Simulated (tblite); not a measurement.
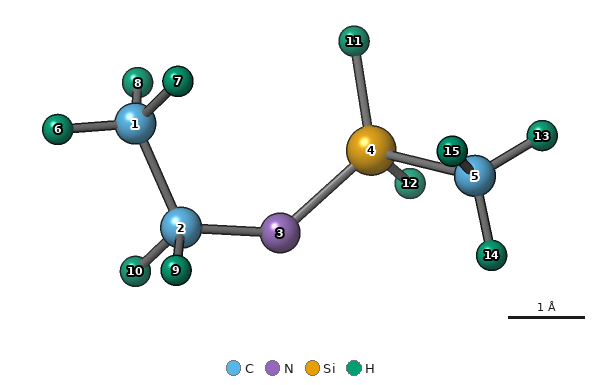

**Figure 1.** The structure as given in the input (ball-and-stick view, seen at a tilt; atoms are numbered from 1 in the order of the input).

# Frequency calculation, with input and output: C₃H₁₀NSi

System: C₃H₁₀NSi, multiplicity 2, SMILES CC[N][SiH2]C.
Method: GFN2-xTB harmonic vibrations, gas phase (tblite 0.8.0).

It belongs to a series of runs on one base structure; here: H added to sp2 C.

Log
```
mode    cm-1     km/mol
  1      39.7      0.78
  2      87.4      8.35
  3     121.2      0.14
  4     164.7      2.92
  5     197.4      7.97
  6     245.7     16.96
  7     428.6      8.66
  8     496.5     65.37
  9     583.0     14.01
 10     656.7     64.98
 11     684.2     22.75
 12     751.1      1.78
 13     767.7     14.96
 14     782.3     95.74
 15     815.9     50.99
 16     845.2    168.91
 17     985.8     18.01
 18    1038.0      8.41
 19    1075.0     13.25
 20    1197.5      1.01
 21    1258.2    136.12
 22    1295.1      5.09
 23    1329.4      6.24
 24    1395.6      7.52
 25    1416.2     36.55
 26    1481.7      0.66
 27    1484.4      4.90
 28    1486.9      0.99
 29    1496.2      1.86
 30    2155.9    450.48
 31    2189.1    121.75
 32    2785.2     14.95
 33    2835.7     24.81
 34    3034.1     33.28
 35    3039.7     30.08
 36    3044.0     19.87
 37    3057.3     19.92
 38    3063.7     35.35
 39    3075.5     28.30
```

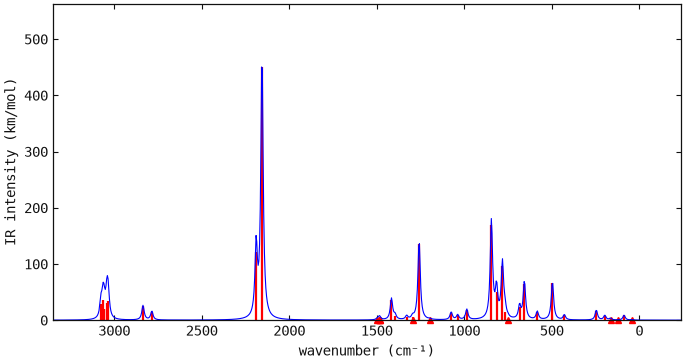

**Figure 2.** Harmonic infrared spectrum, unscaled: sticks (degenerate modes added up, dark ones marked on the axis) with a Lorentzian envelope of 16 cm⁻¹ full width, scaled to the tallest stick. 39 modes from 40 to 3076 cm⁻¹, none imaginary. The strongest line is at 2156 cm⁻¹ (450 km/mol).

The run was set up as follows.

Input file
```
{"job": {"kind": "ir", "xc": "GFN2-xTB", "basis": "xTB"}, "charge": 0, "multiplicity": 2}
C      2.068888     0.066528     0.726817
C      1.467047     0.423397    -0.629716
N      0.177848    -0.020551    -0.898035
Si    -1.009238    -0.855304    -0.063642
C     -2.463223     0.384197     0.118233
H      3.079463     0.459009     0.810458
H      1.460094     0.483035     1.525264
H      2.095534    -1.013927     0.844636
H      1.477099     1.518684    -0.766110
H      2.115556     0.039478    -1.436046
H     -0.775516    -1.439460     1.268263
H     -1.448762    -1.896470    -1.001969
H     -3.339025    -0.145363     0.473628
H     -2.690128     0.834527    -0.839734
H     -2.220050     1.170213     0.823417
```

The first line tells a small driver script what to run in tblite; the rest is the geometry in Å.

Run as:
```bash
OMP_NUM_THREADS=1 python <driver script> task.json out
```

Summary

```tsv
quantity	value
outcome	converged
total energy	−438.5670 eV
zero-point energy	75.6060 kcal/mol
hardware	1 CPU thread, shared host
peak memory	0.18 GiB
```
